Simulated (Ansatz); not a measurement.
Pulling on the Ge1–H3 bond in GeH4O (SMILES [OH][GeH3]) (multiplicity 1 held, fragments rigid). Energies count from the point at 1.542 Å.
Geometry at that point (charge 0, multiplicity 1):
```xyz
6

Ge    -0.3290     0.0681     0.0733
O      1.3571    -0.3572    -0.3717
H     -0.5445    -0.1551     1.5839
H     -1.1863    -0.8852    -0.7652
H     -0.6085     1.5428    -0.2811
H      2.0121     0.1748     0.0902
```

Restricted levels (R-, RO-) in cc, def2 and unpolarised 6-31G sets keep to the state of the molecule at rest. Unrestricted levels (U-) break spin symmetry where that is lower. Active spaces are followed from a long bond inwards. Curves can end on different states.

Frozen-core correlation. Filled d and f shells under p-block atoms count as core.

Programs: Ansatz (a quantum-chemistry and plane-wave program) with Gaussian orbitals. Values without a source in brackets are computed.

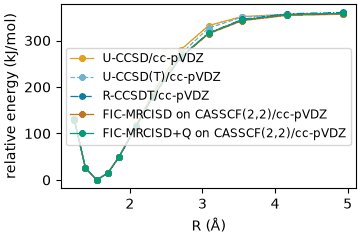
Figure: Relative energy along the coordinate

Doubts at one or more of the structures used: a spin-contaminated determinant (U-CCSD/cc-pVDZ, U-CCSD(T)/cc-pVDZ); T1 above 0.05 (U-CCSD/cc-pVDZ, U-CCSD(T)/cc-pVDZ, R-CCSDT/cc-pVDZ); a restricted determinant that unrestricted orbitals would lower (R-CCSDT/cc-pVDZ); other coupled-cluster roots lie near (R-CCSDT/cc-pVDZ).
